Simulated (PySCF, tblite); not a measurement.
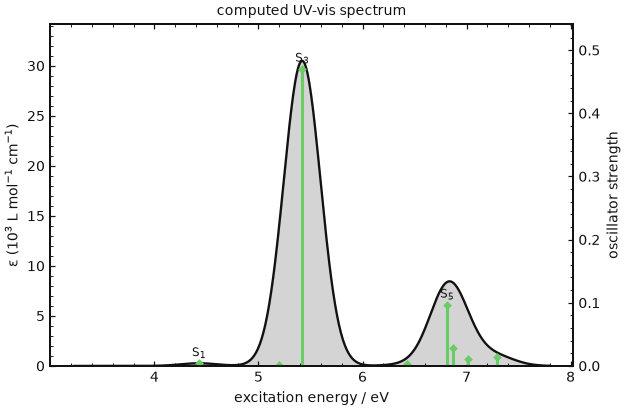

Vertical TDDFT excitations, PBE0/def2-SVPD in PySCF 2.14.0, at a GFN2-xTB geometry (a minimum by its frequencies), gas phase. The lowest 8 singlet states are shown; each is broadened by a Gaussian of 1/e half-width 0.25 eV. Sticks give oscillator strengths (right axis).

### Which molecule gives this spectrum?
A. C₂H₆O₃Si₂, SMILES O=CC(=O)[SiH2][SiH2]O
B. C₅H₁₀BCl, SMILES C=C(Cl)[C@@H](C)BC
C. C₄H₇NSi, SMILES C#C/C=N/C[SiH3]
D. C₄H₉ClGe, SMILES C=C(Cl)[C@@H](C)[GeH3], singlet

C. Its lowest singlet lies at 4.43 eV (f = 0.004) and the brightest of those computed is S3 at 5.42 eV (229 nm), f = 0.470, mainly HOMO → LUMO (78 %).

Known limits of this run: the tight-binding geometry is rougher than a DFT one and adds to the error; one conformer of a flexible molecule; core orbitals are frozen in the response.
